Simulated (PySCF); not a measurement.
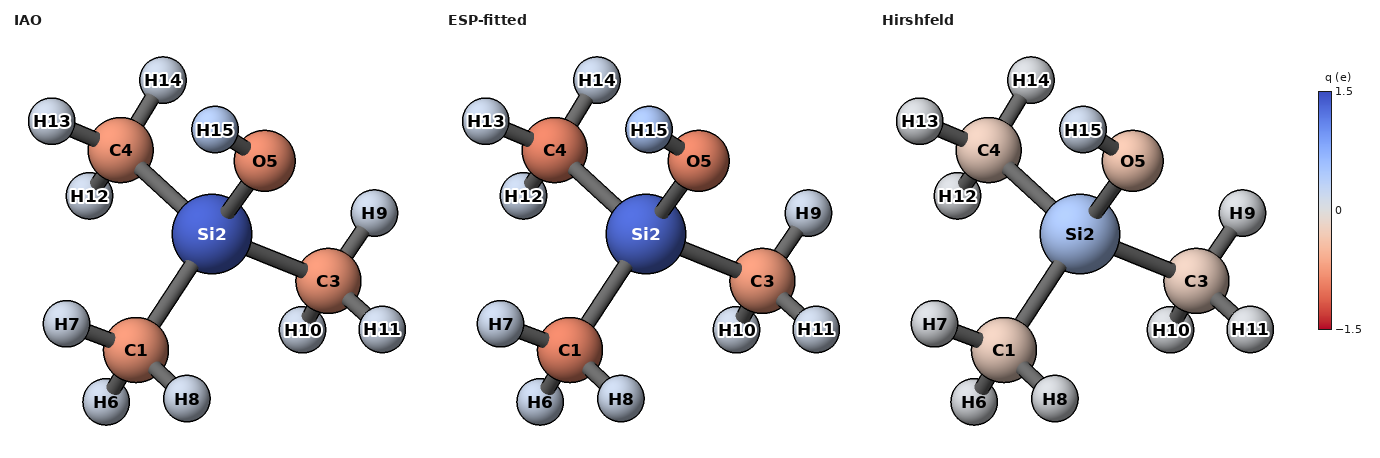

Atomic charges of one calculation by 3 schemes, on one colour scale. The geometry was computed by an optimisation with PBE0-D3(BJ)/def2-SVP. No frequency run is at hand to confirm it as a minimum. Level of theory: PBE0/pcSseg-1 in chloroform (IEF-PCM) (PySCF 2.14.0).

### On which atom do the schemes disagree most?

On Si2 (from 0.45 to 1.30 e).

List the charges (e), one line for each set of equivalent atoms. Atoms whose distances differ by more than 0.02 Å in this geometry are listed apart.

```tsv
atom	IAO	ESP-fitted	Hirshfeld
C1, C4	−0.75	−0.86	−0.22
Si2	1.30	1.25	0.45
C3	−0.74	−0.71	−0.22
O5	−0.81	−0.85	−0.33
H6, H12	0.15	0.19	0.04
H7	0.15	0.18	0.04
H8, H14	0.15	0.18	0.04
H9	0.16	0.16	0.04
H10	0.15	0.15	0.04
H11	0.16	0.16	0.04
H13	0.15	0.19	0.04
H15	0.37	0.45	0.17
```
